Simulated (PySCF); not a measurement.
## A study: C₄H₄P, charge −1, SMILES `C#C[P-]C=C`

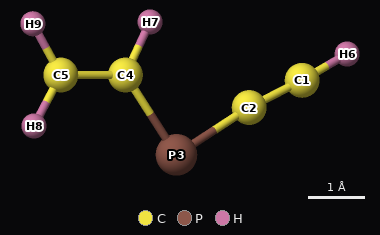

The molecule, with its atoms numbered as below. No frequency check shows the geometry to be a minimum.

Cartesian coordinates (Å):

```
C1      -2.5678   -0.5962    0.0000
C2      -1.4865   -0.0535    0.0000
P3      -0.0096    0.8706    0.0000
C4       1.1039   -0.5102    0.0000
C5       2.4454   -0.4436    0.0000
H6      -3.4840   -1.1155    0.0000
H7       0.6283   -1.4885    0.0000
H8       2.9689    0.4999    0.0000
H9       3.0600   -1.3351    0.0000
```

## 1. Bonding charge

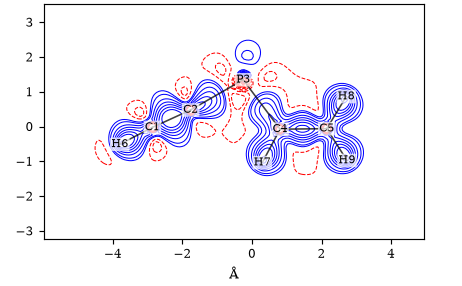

Deformation density (molecule less spherical, spin-averaged free atoms) in the molecular plane; contours at ±0.05 to ±0.8 e/Å³; solid blue lines: gain, dashed red lines: loss.

Computed with PySCF, BLYP/def2-SVPD, geometry: GFN2-xTB. The highest occupied Kohn–Sham orbital has positive energy, a self-interaction fault of such functionals for anions.

**How much density has each bond in this plane gained at its critical point, relative to the free atoms?**

C1–C2: +0.78 e/Å³ at the bond critical point (bond length 1.21 Å). C1–H6: +0.67 e/Å³ at the bond critical point (bond length 1.05 Å). C4–H7: +0.65 e/Å³ at the bond critical point (bond length 1.09 Å). C4–C5: +0.65 e/Å³ at the bond critical point (bond length 1.34 Å). C5–H8: +0.63 e/Å³ at the bond critical point (bond length 1.08 Å). C5–H9: +0.61 e/Å³ at the bond critical point (bond length 1.08 Å). P3–C4: +0.11 e/Å³ at the bond critical point (bond length 1.77 Å); up to 0.6 Å beside the axis the gain reaches +0.39 e/Å³. C2–P3: +0.06 e/Å³ at the bond critical point (bond length 1.74 Å); up to 0.6 Å beside the axis the gain reaches +0.43 e/Å³. In all, 2.4 electrons gather in the regions of gain relative to the promolecule of neutral atoms (this includes the anion's extra charge). A small or negative value marks a very polar bond, one between electron-rich atoms, whose free-atom densities already overlap strongly, a long bond to a heavier atom, or a closed-shell contact such as a hydrogen bond.

**Where do the Hirshfeld charges lie?**

The highest Hirshfeld charge is on H6 (+0.01 e), the lowest on C1 (−0.24 e).

## 2. Bond critical points

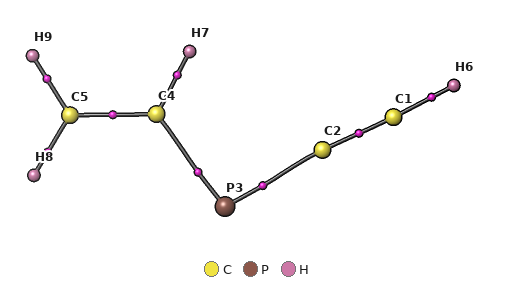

Molecular graph of the electron density (QTAIM): bond paths, bond critical points (magenta), ring points (cyan, if any); weak paths are dashed.

**How many critical points of each kind are there, and does the count close?**

9 nuclei, 8 bond, 0 ring and 0 cage critical points: 9 − 8 + 0 − 0 = 1, as the Poincaré–Hopf relation requires.

**Give the properties at the bond critical points.**

```json
{"bond": "C1–C2", "length (Å)": "1.210", "ρ (a.u.)": "0.397", "∇²ρ (a.u.)": "−1.08", "ε": "0.01", "H (a.u.)": "−0.539"}
{"bond": "C4–C5", "length (Å)": "1.343", "ρ (a.u.)": "0.330", "∇²ρ (a.u.)": "−0.85", "ε": "0.32", "H (a.u.)": "−0.340"}
{"bond": "C1–H6", "length (Å)": "1.053", "ρ (a.u.)": "0.285", "∇²ρ (a.u.)": "−1.10", "ε": "0.03", "H (a.u.)": "−0.324"}
{"bond": "C5–H8", "length (Å)": "1.079", "ρ (a.u.)": "0.276", "∇²ρ (a.u.)": "−0.98", "ε": "0.05", "H (a.u.)": "−0.297"}
{"bond": "C4–H7", "length (Å)": "1.088", "ρ (a.u.)": "0.275", "∇²ρ (a.u.)": "−0.99", "ε": "0.01", "H (a.u.)": "−0.292"}
{"bond": "C5–H9", "length (Å)": "1.083", "ρ (a.u.)": "0.272", "∇²ρ (a.u.)": "−0.95", "ε": "0.06", "H (a.u.)": "−0.289"}
{"bond": "P3–C4", "length (Å)": "1.774", "ρ (a.u.)": "0.158", "∇²ρ (a.u.)": "+0.30", "ε": "0.42", "H (a.u.)": "−0.128"}
{"bond": "C2–P3", "length (Å)": "1.742", "ρ (a.u.)": "0.153", "∇²ρ (a.u.)": "+0.44", "ε": "0.32", "H (a.u.)": "−0.115"}
```

**What kind of interaction is C5–H8?**

Shared-shell (covalent): ρ = 0.276, ∇²ρ = −0.98, H = −0.297 a.u.

## 3. Electrostatic potential

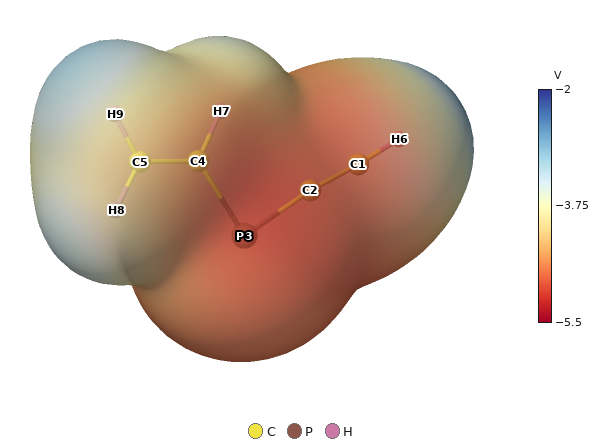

Electrostatic potential on the surface of electron density 0.001 a.u.

**Where are the extremes of the potential on the surface?**

Highest: −2.43 V, 1.3 Å from H6. Further maxima include −3.06 V, 1.4 Å from H9; −3.26 V, 1.4 Å from H8. Lowest: −5.11 V, off the molecular plane, over C2 (2.1 Å), and at like points elsewhere. The surface is sampled at points, so like sites can differ by a few per cent and only the strongest of them is named.

## 4. Removing or adding an electron

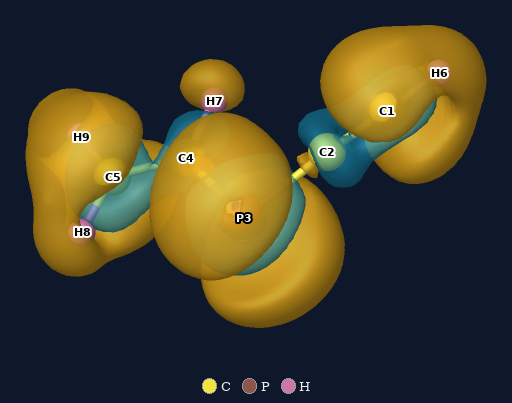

Fukui function f⁻ = ρ(N) − ρ(N−1) at fixed geometry, surfaces at ±0.01 e/Å³ (yellow positive, teal negative).

Method: PBE/def2-SVPD; geometry: GFN2-xTB; program: PySCF. The highest occupied Kohn–Sham orbital has positive energy, a self-interaction fault of such functionals for anions.

**Which atoms respond most to the removal of an electron?**

f⁻ (Hirshfeld-condensed) is largest on P3 (0.37); the vertical detachment energy is 1.46 eV (the stability of the neutral species's solution wasn't checked). Condensed values hint at sites of electrophilic attack but needn't mark the atom that reacts. Orbital relaxation makes it negative in places (0.15 e in all).

## 5. Localised orbitals

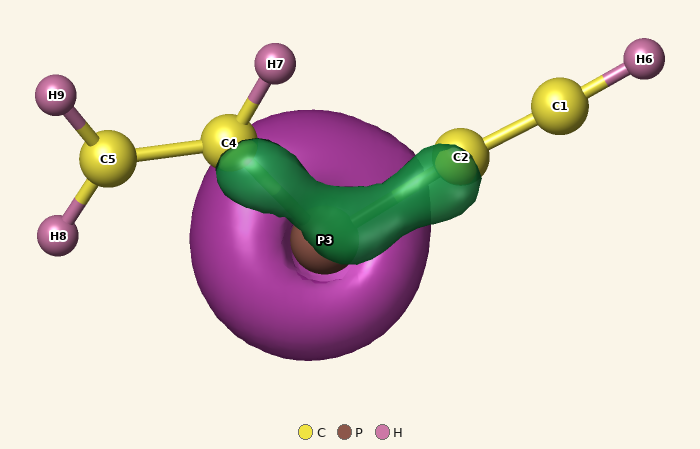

Foster–Boys orbitals, occupied; each surface holds about 70 % of the orbital's density. Energies are diagonal elements of the Fock matrix.

Method: B3LYP/6-311+G**; geometry: GFN2-xTB; program: PySCF.

**What does this orbital represent?**

P-type lone pair on P3, partly delocalised onto C4 and C2 (P3 88 %, C4 4 %, C2 4 %; −3.0 eV).

The PySCF runs shown took 16 s, 44 s and 15 s on 1 thread of Arm Neoverse V2, with other jobs on the host.
